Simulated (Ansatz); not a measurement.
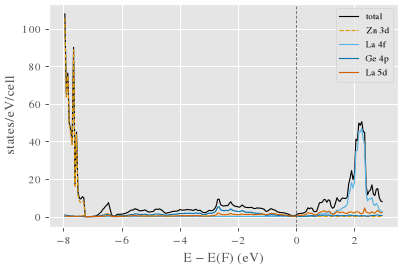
Fig. 1. Total and projected density of states of La₂Zn₆Ge₃ in space group P-62m (No. 189; La on 2c, Zn on 3g, Zn on 3f, Ge on 3g), r²SCAN in the plane-wave PAW code Ansatz

Which orbitals carry the states next to the Fermi level?

Within 0.5 eV of the Fermi level: La 5d 42 %, Ge 4p 15 %, Zn 4s 10 %, La 4f 7 %, outside the projected shells 19 %. Projections are on Löwdin-orthogonalised atomic valence shells; empty p or d shells of many metals are not among them.

The workflow started from a Materials Project entry (that database holds measured and hypothetical structures alike); the Crystallography Open Database files this formula in space group No. 189, but the cells were not matched. Its standing as an ambient phase is unchecked. The cell was relaxed with r²SCAN under the symmetry of its start; its stability against distortions is not shown here. Spin–orbit coupling is left out wherever it is not named.

Potentials: the later of the program's two PAW sets.
